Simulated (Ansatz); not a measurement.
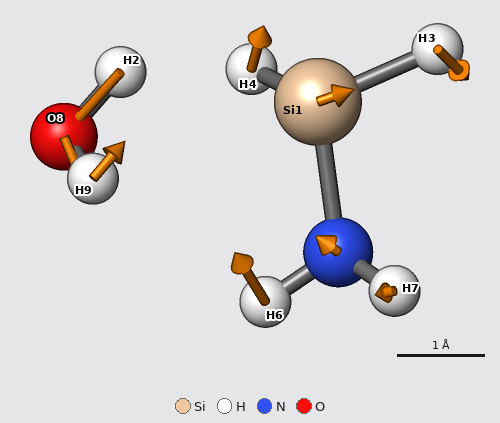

This is a relaxation of SiNH6O (multiplicity 2). The starting structure is drawn; orange arrows show the displacements, at their true length. The two geometries are superimposed by the best rigid fit.

Style: ball-and-stick. Shown at a tilt.

The run prepares an end point of a later path (reaction) calculation, from a guessed geometry.

All numbers below come from UKS PBE/6-31G* in Ansatz. (collinear spin; force threshold 0.03 eV/Å; at most 50 steps)

### Which element moves most?

Hydrogen: up to 1.24 Å, against 0.71 Å for oxygen.

### What did the optimiser do to the structure, and how much energy did it gain?

The largest move after the best rigid fit is that of an H atom, 1.24 Å. By element the largest moves are H 1.24 Å, O 0.71 Å, Si 0.46 Å, N 0.38 Å. Near-neighbour distances that change, for instance: H–O 0.995 → 0.978 Å, H–N 1.023 → 1.032 Å, H–Si 1.507 → 1.515 Å. Over 16 accepted moves (20 points after the start) the energy falls by 3.24 kcal/mol. Largest force component: 0.35 eV/Å at the start, 0.013 eV/Å at the end. The line search rejected the trial steps at points 1, 8, 12, 17 of the run. Cost: 55 s on 1 thread of Arm Neoverse V2, with other jobs on the host, peak memory 0.14 GiB.

Limits of the set-up: the start holds two separate molecules, 2.7 Å apart at their closest, whose relative position is a soft coordinate and is computed without a dispersion correction.
